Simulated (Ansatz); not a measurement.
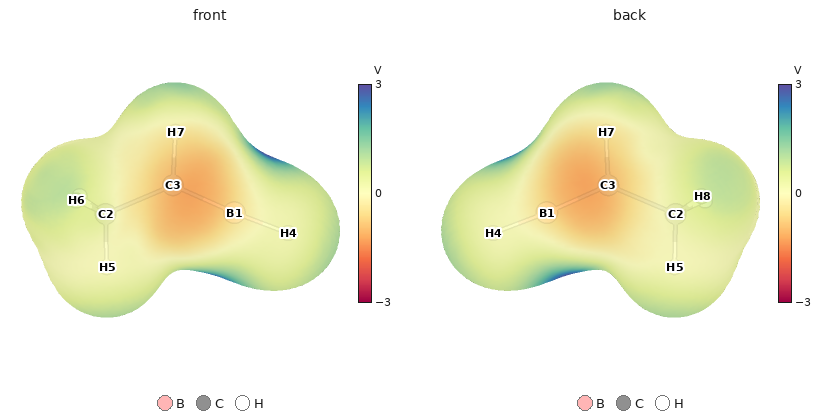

C2H5B. The molecular electrostatic potential painted on the density surface at 0.004 e/bohr³, seen from the front and from behind; the colour scale runs from red (negative) to blue (positive).

Geometry: PBE0-D4/def2-TZVP.

Computed with Ansatz, RKS PBE0-D4/def2-TZVPP.

```xyz
8

B    -1.0072   -0.5796   -0.8425
C     0.3680    1.1199    0.6333
C    -0.1566   -0.2071    0.1736
H    -1.7262   -0.9593   -1.6916
H    -0.0147    1.9409    0.0258
H     0.0871    1.3174    1.6722
H     0.1891   -1.0786    0.7420
H     1.4605    1.1517    0.5832
```

**Describe the electrostatic potential map.**

The most negative region (about −1.2 V, or −28 kcal/mol for a unit charge) lies over the π face of C3, the most positive (about +2.7 V, or +62 kcal/mol for a unit charge) over B1.
